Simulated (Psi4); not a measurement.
# SnO (tin(ii) oxide) at B3LYP/def2-TZVP (core potential, sweep point 3)

What is the vertical ionisation energy of SnO (tin(ii) oxide) at B3LYP/def2-TZVP (core potential, sweep point 3)? 

The results are computed with Psi4 1.11.

## (1) Starting point

SnO: 2 atoms, total charge 0, spin state singlet. As SMILES, `[O]=[Sn]`. The shape comes from GFN2-xTB, which is rough for such elements, and wasn't checked as a minimum.

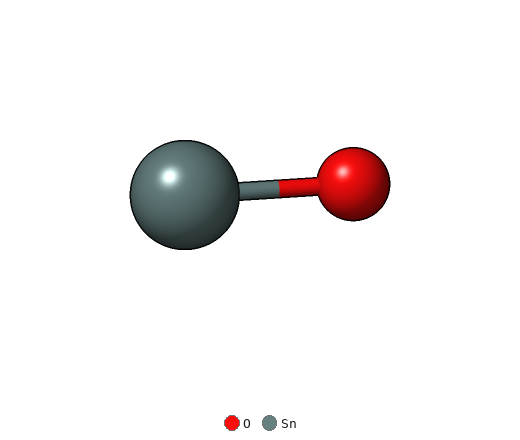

Viewed from a chosen angle; oxygen red, tin teal.

## (2) The energy at B3LYP/def2-TZVP (core potential, sweep point 3)

job.py reads:

```python
import psi4

psi4.set_memory('1600 MB')
psi4.set_num_threads(1)
psi4.set_output_file('run.log', False)

molecule = psi4.geometry("""
0 1
O      0.000000     0.000000     0.000000
Sn     0.000000     0.000000     1.803580
symmetry c1
""")

psi4.set_options({
    'puream': True,
    'scf_type': 'pk',
    'dft_radial_points': 99,
    'dft_spherical_points': 590,
})

E, wfn = psi4.energy("b3lyp/def2-TZVP", return_wfn=True)
print(f'b3lyp/def2-TZVP energy: {E:.10f} Eh')
for k, v in sorted(psi4.core.scalar_variables().items()):
    print(f'{k:45s} {v:18.10f}')
```

On the command line:

```console
python job.py
```

run.log:

```text
[...]
    !!!  WARNING: ECP capability is in beta. Please check occupations closely.  !!!
[...]
  Running in c1 symmetry.
[...]
  Nuclear repulsion =   51.639067342685109
[...]
  Multiplicity = 1
[...]
  Nalpha       = 15
  Nbeta        = 15
[...]
    Number of basis functions: 81
[...]
 WARNING: Atomic UHF is not converging! Try casting from a smaller basis or call Rob at CCMST.
   -------------------------
[...]
   @RKS iter   1:  -289.07648682340192   -1.01667e+00   1.42565e-02 ADIIS/DIIS
[...]
   @RKS iter  11:  -289.62765670402695   -4.38092e-09   9.02615e-08 DIIS
[...]
    Orbital Energies [Eh]
    ---------------------
    Doubly Occupied:
       1A    -19.090333     2A     -5.108924     3A     -3.453116
       4A     -3.453116     5A     -3.440154     6A     -1.051695
       7A     -1.036940     8A     -1.036940     9A     -1.026444
      10A     -1.026444    11A     -0.852451    12A     -0.429924
      13A     -0.283360    14A     -0.283360    15A     -0.273720
[...]
  @RKS Final Energy:  -289.62765670402695
   => Energetics <=
    Nuclear Repulsion Energy =             51.6390673426851095
    One-Electron Energy =                -583.5009796722829378
    Two-Electron Energy =                 263.8782183688640544
    DFT Exchange-Correlation Energy =     -21.6439627432932049
    Empirical Dispersion Energy =           0.0000000000000000
    VV10 Nonlocal Energy =                  0.0000000000000000
    Total Energy =                       -289.6276567040269470
[...]
 Multipole Moments:
 ------------------------------------------------------------------------------------
     Multipole            Electronic (a.u.)      Nuclear  (a.u.)        Total (a.u.)
 ------------------------------------------------------------------------------------
 L = 1.  Multiply by 2.5417464519 to convert [e a0] to [Debye]
 Dipole X            :         -0.0000020            0.0000000           -0.0000020
 Dipole Y            :          0.0000006            0.0000000            0.0000006
 Dipole Z            :         16.8656776          -15.2317011            1.6339765
 Magnitude           :                                                    1.6339765
[...]
```

The script printed:

```text
b3lyp/def2-TZVP energy: -289.6276567040 Eh
CURRENT ENERGY                                   -289.6276567040
CURRENT REFERENCE ENERGY                         -289.6276567040
DD SOLVATION ENERGY                                 0.0000000000
DFT FUNCTIONAL TOTAL ENERGY                      -289.6276567040
DFT TOTAL ENERGY                                 -289.6276567040
DFT VV10 ENERGY                                     0.0000000000
DFT XC ENERGY                                     -21.6439627433
GRID ELECTRONS ALPHA                               14.9999999240
GRID ELECTRONS BETA                                14.9999999240
GRID ELECTRONS TOTAL                               29.9999998481
NUCLEAR REPULSION ENERGY                           51.6390673427
ONE-ELECTRON ENERGY                              -583.5009796723
PCM POLARIZATION ENERGY                             0.0000000000
PE ENERGY                                           0.0000000000
SCF ITERATION ENERGY                             -289.6276567040
SCF ITERATIONS                                     11.0000000000
SCF TOTAL ENERGY                                 -289.6276567040
TWO-ELECTRON ENERGY                               263.8782183689
XC GRID RADIAL POINTS                              99.0000000000
XC GRID SPHERICAL POINTS                          590.0000000000
XC GRID TOTAL POINTS                           110970.0000000000
```

It took 7.2 s on 1 thread of Intel Xeon Platinum 8259CL at 2.50GHz (Skylake/Cascade Lake), shared host; peak memory 0.52 GiB.

## (3) The doublet cation, same level

run.py reads:

```python
import psi4

psi4.set_memory(1600000000)
psi4.set_num_threads(1)
psi4.core.set_output_file('run.log', False)

mol = psi4.geometry("""
1 2
O      0.000000     0.000000     0.000000
Sn     0.000000     0.000000     1.803580
symmetry c1
""")

psi4.set_options({
    'basis': 'def2-TZVP',
    'reference': 'uks',
    'puream': True,
    'scf_type': 'pk',
    'dft_radial_points': 99,
    'dft_spherical_points': 590,
    'maxiter': 150,
})

e_tot = psi4.energy('b3lyp', molecule=mol)
print('E =', round(e_tot, 9))
```

On the command line:

```console
python run.py
```

run.log:

```text
[...]
    !!!  WARNING: ECP capability is in beta. Please check occupations closely.  !!!
[...]
  Running in c1 symmetry.
[...]
  Nuclear repulsion =   51.639067342685109
[...]
  Multiplicity = 2
[...]
  Nalpha       = 15
  Nbeta        = 14
[...]
    Number of basis functions: 81
[...]
 WARNING: Atomic UHF is not converging! Try casting from a smaller basis or call Rob at CCMST.
   -------------------------
[...]
   @UKS iter   1:  -288.82587978257072   -7.66058e-01   1.23247e-02 DIIS/ADIIS
[...]
   @UKS iter  12:  -289.26365848669468   -4.96328e-09   1.54173e-07 DIIS
[...]
   @S^2 Observed:                7.611840024E-01
[...]
    Orbital Energies [Eh]
    ---------------------
    Alpha Occupied:
       1A    -19.422202     2A     -5.418889     3A     -3.759864
       4A     -3.759864     5A     -3.756147     6A     -1.371889
       7A     -1.340251     8A     -1.340251     9A     -1.337490
      10A     -1.337490    11A     -1.180880    12A     -0.743294
      13A     -0.601626    14A     -0.587513    15A     -0.587513
    Alpha Virtual:
      16A     -0.343265    17A     -0.343265    18A     -0.228022
      19A     -0.076546    20A     -0.068098    21A     -0.068098
      22A     -0.052825    23A     -0.052825    24A     -0.025954
      25A     -0.008032    26A     -0.008032    27A      0.046967
[...]
  @UKS Final Energy:  -289.26365848669468
   => Energetics <=
    Nuclear Repulsion Energy =             51.6390673426851095
    One-Electron Energy =                -574.3318633851351933
    Two-Electron Energy =                 254.8515769345804927
    DFT Exchange-Correlation Energy =     -21.4224393788251533
    Empirical Dispersion Energy =           0.0000000000000000
    VV10 Nonlocal Energy =                  0.0000000000000000
    Total Energy =                       -289.2636584866946805
[...]
 Multipole Moments:
 ------------------------------------------------------------------------------------
     Multipole            Electronic (a.u.)      Nuclear  (a.u.)        Total (a.u.)
 ------------------------------------------------------------------------------------
 L = 1.  Multiply by 2.5417464519 to convert [e a0] to [Debye]
 Dipole X            :          0.0000686            0.0000000            0.0000686
 Dipole Y            :         -0.0000217            0.0000000           -0.0000217
 Dipole Z            :         16.5016856          -15.2317011            1.2699846
 Magnitude           :                                                    1.2699846
[...]
```

Standard output:

```text
E = -289.263658487
```

Run time: 10 s. Hardware: 1 thread of Intel Xeon Platinum 8259CL at 2.50GHz (Skylake/Cascade Lake), shared host; peak memory 0.52 GiB.

## (4) Outcome

Level: B3LYP/def2-TZVP (core potential, sweep point 3).

| quantity | value |
| --- | --- |
| singlet SnO: total energy | -289.62766 Eh |
| singlet SnO: dipole moment | 4.15 D |
| singlet SnO: HOMO energy | -7.45 eV |
| singlet SnO: LUMO energy | -2.46 eV |
| singlet SnO: HOMO–LUMO gap | 4.99 eV |
| doublet cation: total energy | -289.26366 Eh |
| doublet cation: HOMO energy (highest over α and β) | -15.39 eV |
| doublet cation: LUMO energy (lowest over α and β) | -12.42 eV |
| doublet cation: ⟨S²⟩ | 0.761 |
| vertical ionisation energy (to the doublet cation) | 9.905 eV |

What this shows: The vertical ionisation energy comes to 9.90 eV (228 kcal/mol). −ε(HOMO) before ionisation, 7.45 eV, is 2.46 eV below this ionisation energy.
